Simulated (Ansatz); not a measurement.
```
Ca I
1.0
     5.09120    0.00000    0.00000
     0.00000    5.09120    0.00000
     0.00000    0.00000    9.18060
Ca I
1 4
Direct
  0.00000 0.00000 0.00000
  0.50000 0.00000 0.22557
  0.00000 0.50000 0.77443
  0.50000 0.00000 0.77443
  0.00000 0.50000 0.22557
```

Space group P4/mmm; a structure generated by program, which may or may not match a known phase.

All numbers below come from Ansatz, DFT PBE, scalar-relativistic, plane waves, PAW.

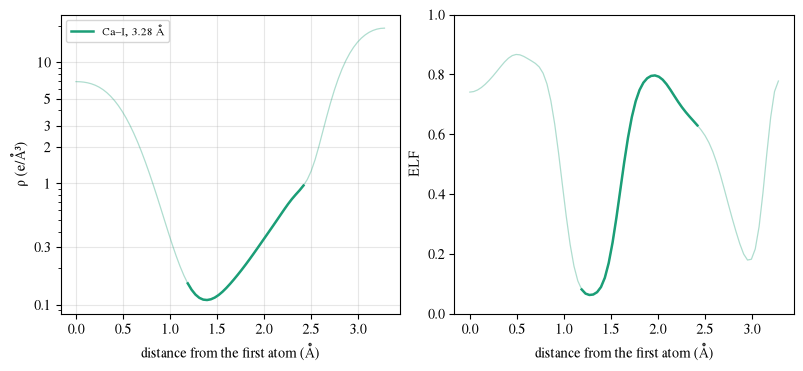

CaI4. Valence charge density (pseudo) and electron localisation function along straight lines between neighbouring atoms. Thin, pale parts lie inside the atomic spheres.

Core electrons are frozen (PAW), and the valence fields are smoothed inside the atomic spheres.

### What can be read from the curves?

Ca–I (3.28 Å): the density is about 0.15 e/Å³ at the midpoint, with its minimum of 0.11 e/Å³ about 1.4 Å from Ca; the ELF peaks at about 0.80 in the valence shell of I, 1.3 Å from its nucleus, and drops to about 0.05 between the two atoms; no localised pair shows between them.
